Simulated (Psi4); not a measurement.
**SiO2 (silicon dioxide molecule): UHF/aug-cc-pwCVTZ (density fitting)**

What is the electrostatic solvation energy at fixed shape (IEF-PCM, dimethylsulfoxide) of SiO2 (silicon dioxide molecule) at UHF/aug-cc-pwCVTZ (density fitting)? 

The calculation is run with Psi4 1.11.

## (1) The molecule

The species is SiO2 (3 atoms), meant as a singlet with charge 0. As SMILES, `O=[Si]=O`. The coordinates come from a GFN2-xTB relaxation.

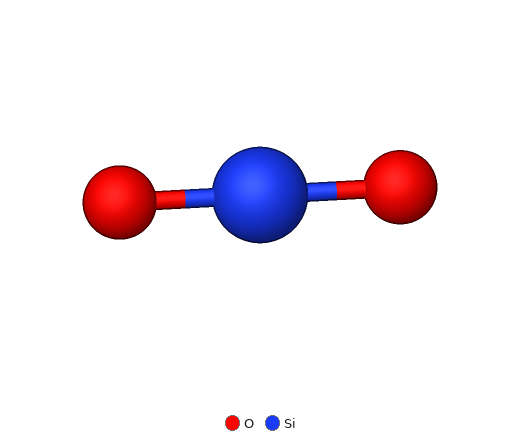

The structure, seen from a chosen angle (oxygen red, silicon blue).

## (2) A single-point energy at UHF/aug-cc-pwCVTZ (density fitting)

File job.json:

```json
{
  "schema_name": "qcschema_input",
  "schema_version": 1,
  "molecule": {
    "schema_name": "qcschema_molecule",
    "schema_version": 2,
    "symbols": ["O", "Si", "O"],
    "geometry": [1.30623539, 2.30034471, 0.9708279, -0.0013795, 0.00083148, -0.00030236, -1.30487479, -2.30119509, -0.97052554],
    "molecular_charge": 0,
    "molecular_multiplicity": 1,
    "fix_symmetry": "c1",
    "fix_com": true,
    "fix_orientation": true
  },
  "driver": "energy",
  "model": {
    "method": "scf",
    "basis": "aug-cc-pwCVTZ"
  },
  "keywords": {
    "reference": "uhf",
    "scf_type": "df"
  }
}
```

Run with:

```sh
psi4 --qcschema job.json -n 1 --memory 1600MB
```

stdout:

```text
[...]
  Running in c1 symmetry.
[...]
  Nuclear repulsion =   90.849657300185001
[...]
  Multiplicity = 1
[...]
  Nalpha       = 15
  Nbeta        = 15
[...]
    Number of basis functions: 193
[...]
   @DF-UHF iter   1:  -438.50036225190422   -9.44469e-01   4.08653e-03 ADIIS/DIIS
[...]
   @DF-UHF iter   7:  -438.73413529821391   -4.40356e-08   2.38994e-07 DIIS
[...]
   @S^2 Observed:               -1.065814104E-14
[...]
    Orbital Energies [Eh]
    ---------------------
    Alpha Occupied:
       1A    -68.868347     2A    -20.580908     3A    -20.580871
       4A     -6.217227     5A     -4.324342     6A     -4.324342
       7A     -4.321545     8A     -1.331787     9A     -1.302973
      10A     -0.653182    11A     -0.572767    12A     -0.554930
      13A     -0.554930    14A     -0.513629    15A     -0.513629
    Alpha Virtual:
      16A     -0.014074    17A      0.042226    18A      0.042226
      19A      0.062988    20A      0.090323    21A      0.125605
      22A      0.125607    23A      0.140980    24A      0.140980
      25A      0.159404    26A      0.188313    27A      0.188319
[...]
  @DF-UHF Final Energy:  -438.73413529821391
   => Energetics <=
    Nuclear Repulsion Energy =             90.8496573001850010
    One-Electron Energy =                -788.7367125782969879
    Two-Electron Energy =                 259.1529199798981153
    Total Energy =                       -438.7341352982139142
  UHF NO Occupations:
  HONO-2 :   13  A 2.0000000
  HONO-1 :   14  A 2.0000000
[...]
 Multipole Moments:
 ------------------------------------------------------------------------------------
     Multipole            Electronic (a.u.)      Nuclear  (a.u.)        Total (a.u.)
 ------------------------------------------------------------------------------------
 L = 1.  Multiply by 2.5417464519 to convert [e a0] to [Debye]
 Dipole X            :          0.0053958           -0.0084282           -0.0030324
 Dipole Y            :         -0.0029639            0.0048377            0.0018738
 Dipole Z            :          0.0011517           -0.0018142           -0.0006624
 Magnitude           :                                                    0.0036257
[...]
```

The result, in JSON:

```text
{
 "driver": "energy",
 "model": {
  "method": "scf",
  "basis": "aug-cc-pwCVTZ"
 },
 "success": true,
 "return_result": -438.7341352982139,
 "properties": {
  "calcinfo_nbasis": 193,
  "calcinfo_nmo": 193,
  "calcinfo_nalpha": 15,
  "calcinfo_nbeta": 15,
  "calcinfo_natom": 3,
  "nuclear_repulsion_energy": 90.849657300185,
  "return_energy": -438.7341352982139,
  "scf_one_electron_energy": -788.736712578297,
  "scf_two_electron_energy": 259.1529199798981,
  "scf_dipole_moment": [-0.003032391088165165, 0.0018738251576199128, -0.0006624446395512851],
  "scf_total_energy": -438.7341352982139,
  "scf_iterations": 7
 }
}
```

It took 3.3 s on 1 thread of Intel Xeon 6975P-C (Granite Rapids), shared host; peak memory 0.38 GiB.

## (3) The energy at UHF/aug-cc-pwCVTZ (density fitting, IEF-PCM dimethylsulfoxide)

File o2si.inp:

```
memory 1600 mb

molecule {
  0 1
  O      0.691230     1.217290     0.513740
  Si    -0.000730     0.000440    -0.000160
  O     -0.690510    -1.217740    -0.513580
  symmetry c1
  no_reorient
  no_com
}

set {
  basis aug-cc-pwCVTZ
  reference uhf
  scf_type df
  pcm true
}

pcm = {
  Units = Angstrom
  Medium {
    SolverType = IEFPCM
    Solvent = DMSO
  }
  Cavity {
    Type = GePol
    RadiiSet = UFF
    Scaling = False
    Area = 0.3
    Mode = Implicit
  }
}

energy('scf')
```

Run with:

```sh
psi4 -i o2si.inp -o o2si.out -n 1
```

o2si.out:

```text
[...]
  Running in c1 symmetry.
[...]
  Nuclear repulsion =   90.849657212139761
[...]
  Multiplicity = 1
[...]
  Nalpha       = 15
  Nbeta        = 15
[...]
    Number of basis functions: 193
[...]
   @DF-UHF iter   1:  -438.54778982639431   -9.89989e-01   3.98088e-03 ADIIS/DIIS
[...]
   @DF-UHF iter   6:  -438.75977157313645   -5.59446e-07   9.03827e-07 DIIS
[...]
   @S^2 Observed:                1.705302566E-13
[...]
    Orbital Energies [Eh]
    ---------------------
    Alpha Occupied:
       1A    -68.866242     2A    -20.567967     3A    -20.567946
       4A     -6.212480     5A     -4.319822     6A     -4.319822
       7A     -4.317146     8A     -1.323587     9A     -1.295602
      10A     -0.648566    11A     -0.572368    12A     -0.546527
      13A     -0.546527    14A     -0.509474    15A     -0.509474
    Alpha Virtual:
      16A      0.006495    17A      0.055174    18A      0.055174
      19A      0.060291    20A      0.095877    21A      0.148440
      22A      0.148440    23A      0.157653    24A      0.165133
      25A      0.165183    26A      0.184393    27A      0.184405
[...]
  @DF-UHF Final Energy:  -438.75977157313645
   => Energetics <=
    Nuclear Repulsion Energy =             90.8496572121397605
    One-Electron Energy =                -788.5231725289460201
    Two-Electron Energy =                 258.9433033571687588
    PCM Polarization Energy =              -0.0295596134989153
    Total Energy =                       -438.7597715731364474
  UHF NO Occupations:
  HONO-2 :   13  A 2.0000000
[...]
 Multipole Moments:
 ------------------------------------------------------------------------------------
     Multipole            Electronic (a.u.)      Nuclear  (a.u.)        Total (a.u.)
 ------------------------------------------------------------------------------------
 L = 1.  Multiply by 2.5417464519 to convert [e a0] to [Debye]
 Dipole X            :          0.0044017           -0.0084282           -0.0040265
 Dipole Y            :         -0.0024315            0.0048377            0.0024062
 Dipole Z            :          0.0009165           -0.0018141           -0.0008977
 Magnitude           :                                                    0.0047758
[...]
```

It took 6.3 s on 1 thread of Intel Xeon 6975P-C (Granite Rapids), shared host; peak memory 0.4 GiB.

## (4) Summary of results

At UHF/aug-cc-pwCVTZ (density fitting):

| quantity | value |
| --- | --- |
| gas phase: total energy | -438.73414 Eh |
| gas phase: dipole moment | 0.01 D |
| gas phase: HOMO energy | -13.98 eV |
| gas phase: LUMO energy | -0.38 eV |
| gas phase: HOMO–LUMO gap | 13.59 eV |
| IEF-PCM, dimethylsulfoxide: total energy | -438.75977 Eh |
| IEF-PCM, dimethylsulfoxide: dipole moment | 0.01 D |
| IEF-PCM, dimethylsulfoxide: HOMO energy | -13.86 eV |
| IEF-PCM, dimethylsulfoxide: LUMO energy | 0.18 eV |
| IEF-PCM, dimethylsulfoxide: HOMO–LUMO gap | 14.04 eV |
| IEF-PCM, dimethylsulfoxide: solvent term in the energy | -77.6 kJ/mol |
| energy change from gas to solvent at fixed shape | -0.698 eV |

The solvent model (IEF-PCM, dimethylsulfoxide) lowers the energy by 0.70 eV (−16.1 kcal/mol) at the same shape. It holds the electrostatic part alone, without cavity or dispersion terms.
